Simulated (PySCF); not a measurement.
C₆H₉N, SMILES CC(C)/C=C\C#N at its GFN2-xTB optimised geometry (Å):

```
16

C      1.0148    -1.2301    -1.8338
C      0.5467    -0.7368    -0.4623
C      1.0127    -1.6937     0.6381
C      1.1025     0.6268    -0.2060
C      0.3729     1.7232     0.0000
C     -1.0355     1.7232     0.0000
N     -2.1827     1.7458     0.0041
H      2.1012    -1.2851    -1.8694
H      0.6753    -0.5568    -2.6179
H      0.6123    -2.2204    -2.0316
H     -0.5472    -0.6888    -0.4542
H      2.0990    -1.7571     0.6540
H      0.6114    -2.6886     0.4620
H      0.6703    -1.3510     1.6120
H      2.1827     0.6982    -0.1926
H      0.8276     2.6886     0.1815
```

Computed with CAM-B3LYP/def2-TZVP run with PySCF 2.14.0. Cells within 0.4 Å of a nucleus heavier than hydrogen are left out (blank, or x).

Map of the electrostatic potential (hartree/e), clipped to [-0.08, 0.12] on the plane z = 0.0 Å:

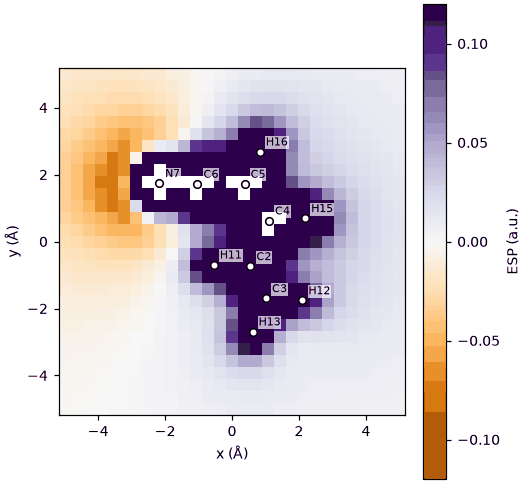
*Electrostatic potential (hartree/e), clipped to [-0.08, 0.12] on the plane z = 0.0 Å.*
